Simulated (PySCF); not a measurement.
# NMR shielding calculation, with input and output: C₆H₁₁Cl

The run: NMR shielding calculation of C₆H₁₁Cl. Method and program: GIAO PBE0/pcSseg-1 NMR shielding, non-relativistic, gas phase (PySCF 2.14.0).

The geometry comes from this level: GFN2-xTB. Figures and captions count atoms from 1; the log counts them from 0 in places.

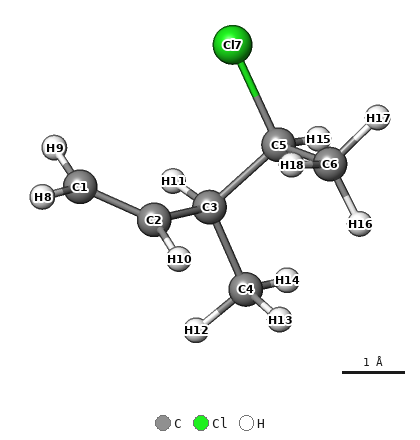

Figure 1. The input geometry (ball-and-stick view, seen at a tilt; atoms are numbered from 1 in the order of the input).

Input
```
{"job": {"xc": "PBE0", "basis": "pcSseg-1", "kind": "nmr", "pop": false}, "charge": 0, "multiplicity": 1}
C      2.159362    -1.229445    -0.012648
C      1.250804    -0.343088     0.345878
C      0.248875     0.262251    -0.594395
C      0.180758     1.778783    -0.402406
C     -1.141603    -0.371802    -0.421614
C     -1.687436    -0.357355     0.994396
Cl    -1.056707    -2.079313    -0.974883
H      2.857183    -1.648950     0.692153
H      2.238875    -1.581475    -1.028043
H      1.191452    -0.004281     1.371600
H      0.566025     0.057553    -1.622828
H      1.148446     2.218332    -0.631451
H     -0.072796     2.033173     0.623548
H     -0.562550     2.217462    -1.064236
H     -1.845218     0.116040    -1.102663
H     -1.768673     0.666309     1.352230
H     -2.676825    -0.808401     1.015476
H     -1.038731    -0.919474     1.661071
```

The first line tells a small driver script what to run in PySCF; the rest is the geometry in Å.

Hardware: 1 CPU thread, shared host.

Run as:
```bash
OMP_NUM_THREADS=1 python <driver script> task.json out
```

Output
```
coarse grid: 14960 points
cycle   1  E = -694.8568276330  dE =  6.225e-01  |g| = 4.282e-01  |ddm| = 3.620e+00
cycle   2  E = -694.8571695874  dE = -3.420e-04  |g| = 4.482e-01  |ddm| = 8.102e-01
cycle   3  E = -694.9067642950  dE = -4.959e-02  |g| = 4.668e-02  |ddm| = 4.052e-01
cycle   4  E = -694.9070980389  dE = -3.337e-04  |g| = 2.927e-02  |ddm| = 6.643e-02
cycle   5  E = -694.9073006479  dE = -2.026e-04  |g| = 7.374e-03  |ddm| = 3.446e-02
cycle   6  E = -694.9073132676  dE = -1.262e-05  |g| = 2.489e-03  |ddm| = 9.994e-03
cycle   7  E = -694.9073146271  dE = -1.360e-06  |g| = 7.626e-04  |ddm| = 2.283e-03
final grid: 138088 points
cycle   8  E = -694.9508122348  dE = -6.723e-05  |g| = 9.590e-03  |ddm| = 4.179e-02
cycle   9  E = -694.9508062781  dE =  5.957e-06  |g| = 1.059e-02  |ddm| = 1.762e-02
cycle  10  E = -694.9508349592  dE = -2.868e-05  |g| = 1.491e-03  |ddm| = 1.059e-02
cycle  11  E = -694.9508354376  dE = -4.784e-07  |g| = 4.252e-04  |ddm| = 2.032e-03
cycle  12  E = -694.9508354792  dE = -4.154e-08  |g| = 1.287e-04  |ddm| = 3.743e-04
cycle  13  E = -694.9508354828  dE = -3.664e-09  |g| = 4.362e-05  |ddm| = 1.383e-04
cycle  14  E = -694.9508354833  dE = -4.584e-10  |g| = 7.492e-06  |ddm| = 4.063e-05
```

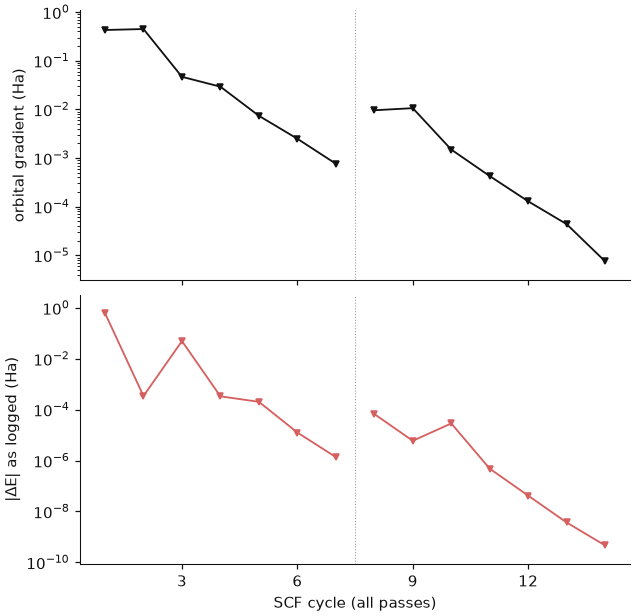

Figure 2. Convergence of the self-consistent field: orbital gradient and size of the energy change against the SCF cycle. The dotted line marks the change from a coarse to the final integration grid. The first 7 cycles use a coarse grid, the final grid takes over at cycle 8, and the field converges after 14 cycles in all.

```
converged SCF energy = -694.9508354833

GIAO shielding tensors (ppm)
atom      isotropic    diamagn.    paramagn.     s11        s22        s33       span
  0 C       58.821     252.741    -193.920    -53.915     72.081    158.296    212.211
  1 C       42.257     256.898    -214.641    -78.094     52.960    151.904    229.998
  2 C      136.325     246.233    -109.908    132.166    133.585    143.226     11.060
  3 C      166.337     247.255     -80.918    151.910    160.320    186.782     34.872
  4 C      119.693     246.708    -127.015     89.964    117.367    151.749     61.785
  5 C      166.946     248.126     -81.180    152.160    162.105    186.573     34.413
  6 Cl     757.380    1148.116    -390.736    527.768    703.370   1041.002    513.234
  7 H       26.128      29.136      -3.008     22.928     25.256     30.199      7.272
  8 H       26.107      31.268      -5.161     21.718     25.442     31.163      9.445
  9 H       25.900      32.774      -6.874     23.105     25.364     29.229      6.124
 10 H       29.324      33.324      -4.000     25.702     29.172     33.098      7.396
 11 H       30.399      29.530       0.869     25.910     27.947     37.340     11.429
 12 H       30.683      30.999      -0.316     26.567     29.865     35.618      9.052
 13 H       30.729      30.299       0.429     26.323     28.315     37.548     11.225
 14 H       27.830      31.776      -3.945     23.536     27.690     32.265      8.729
 15 H       30.442      30.703      -0.261     24.853     29.321     37.153     12.300
 16 H       30.294      29.021       1.274     25.583     28.381     36.919     11.336
 17 H       30.483      30.260       0.223     26.464     29.716     35.269      8.805
```

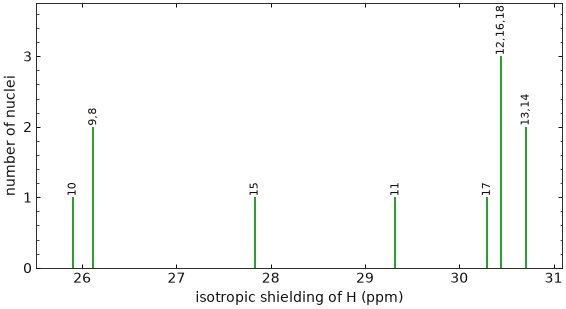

Figure 3. Isotropic shieldings of the hydrogen nuclei in this fixed geometry, labelled by atom number; shielding grows to the right, so chemical shift grows to the left. The least shielded is H10 (25.9 ppm), the most shielded H14 (30.7 ppm).

Results in brief

| quantity | value |
| --- | --- |
| outcome | converged |
| total energy | −694.950835 hartree |
| HOMO | −7.57 eV |
| LUMO | 0.28 eV |
| dipole moment | 2.16 D |
| isotropic shielding, C | 42.3 to 166.9 ppm |
| isotropic shielding, Cl | 757.4 ppm |
| isotropic shielding, H | 25.9 to 30.7 ppm |
| wall time | 23 s |
| peak memory | 0.95 GiB |
